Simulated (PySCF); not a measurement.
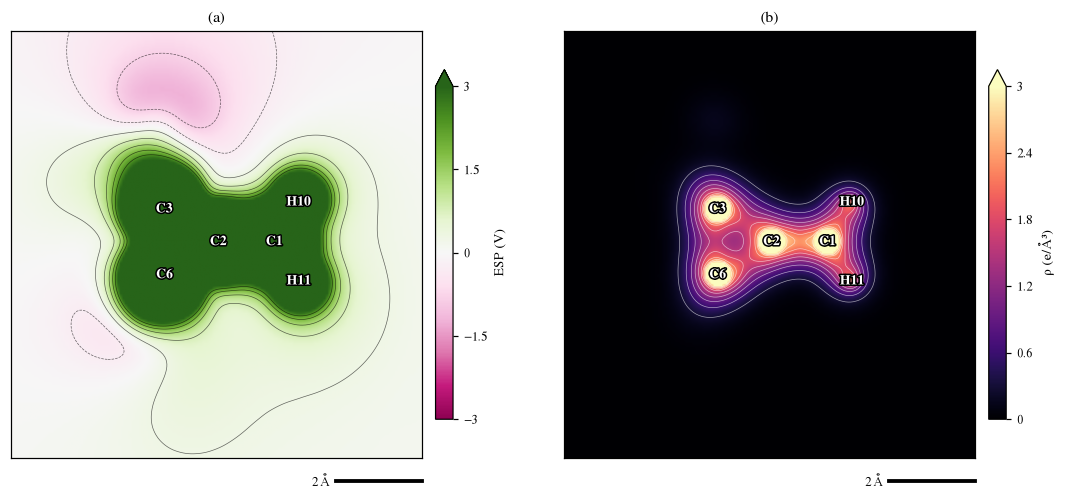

*C$_{5}$H$_{8}$F$_{2}$OSi. (a) electrostatic potential; (b) total electron density on the plane of atoms C2, C6 and C3.*

Geometry: GFN2-xTB.

The calculation used PySCF, PBE0/pcSseg-1, SCF density, gas phase, non-relativistic.

```yaml
atoms:
  - { symbol: C, position_ang: [-0.4213, -2.0874, 0.6789] }
  - { symbol: C, position_ang: [-0.5834, -1.0816, -0.1415] }
  - { symbol: C, position_ang: [-1.3366, 0.1280, -0.5102] }
  - { symbol: C, position_ang: [-1.3822, 1.3082, 0.4307] }
  - { symbol: F, position_ang: [-2.5445, 1.2755, 1.1663] }
  - { symbol: C, position_ang: [-0.0361, -0.2445, -1.2141] }
  - { symbol: O, position_ang: [1.1059, 0.5186, -1.0429] }
  - { symbol: Si, position_ang: [2.3320, 0.5116, -0.0013] }
  - { symbol: F, position_ang: [1.8187, 0.9505, 1.4628] }
  - { symbol: H, position_ang: [-1.1407, -2.3029, 1.4522] }
  - { symbol: H, position_ang: [0.4289, -2.7463, 0.6052] }
  - { symbol: H, position_ang: [-2.2473, 0.0151, -1.0889] }
  - { symbol: H, position_ang: [-0.5554, 1.2938, 1.1439] }
  - { symbol: H, position_ang: [-1.3908, 2.2550, -0.1217] }
  - { symbol: H, position_ang: [-0.1140, -0.5856, -2.2433] }
  - { symbol: H, position_ang: [3.1303, 1.5938, -0.5263] }
  - { symbol: H, position_ang: [2.9294, -0.7896, 0.2391] }
```

### What do the fields say about this system?

Atoms in the plane: C and H.
C–C (1.31 Å): the density is about 2.3 e/Å³ at the midpoint.
C–H (1.08 Å): ρ is about 2 e/Å³ halfway.
C–C (1.47 Å): the density is about 1.7 e/Å³ at the midpoint.
Outside the dense part of the molecule the potential is most negative (−1.2 V) near F5, which lies off the plane.
